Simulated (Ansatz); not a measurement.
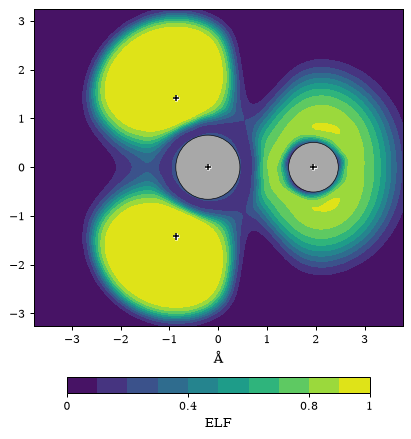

The ELF on a plane through atoms (crosses mark nuclei in the plane; grey discs cover the cores).

Level of theory: Ansatz 0.2.0, RKS PBE0-D4/def2-TZVP.

Candidates:
A. Cl6Ga3 (charge +1)
B. ClGaH2
C. Al3F9

Which system is this?

Candidate B: ClGaH2 on the molecular plane, which holds Ga, H and Cl. Ga–Cl (2.17 Å): the ELF peaks at about 0.85 in the valence shell of Cl, 0.8 Å from its nucleus, and is about 0.60 at the midpoint. Ga–H (1.57 Å): the ELF climbs to about 1 towards the hydrogen.
